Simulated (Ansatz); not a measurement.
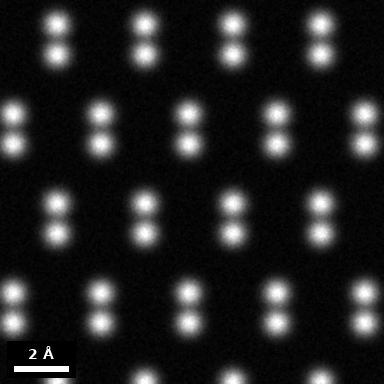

Z-contrast image of a crystal. Simulated incoherent Z contrast: every atom adds Z^1.6 spread by a probe of 0.66 Å full width; channelling and multiple scattering are left out. The display is stretched by a gamma of 0.8; percentages refer to the linear signal. Shot noise was added.

> Give the net of the columns and its spacings.

The pattern repeats on a centred rectangular net of 3.2 × 6.5 Å.

> What is the plane group of the image?

c2mm: perpendicular mirror lines on a centred net, with further twofold points between them.

> How many columns does the smallest repeating cell hold, and how many levels of brightness?

2 columns in the primitive cell of 10.5 Å², all of one brightness.

The crystal is La (P6_3/mmc, No. 194) seen along [101]. Model: the end point of a relaxation with DFT PBE, scalar-relativistic, plane waves, PAW in Ansatz 0.2.0; the starting structure was generated, so it need not be a known form of this composition.
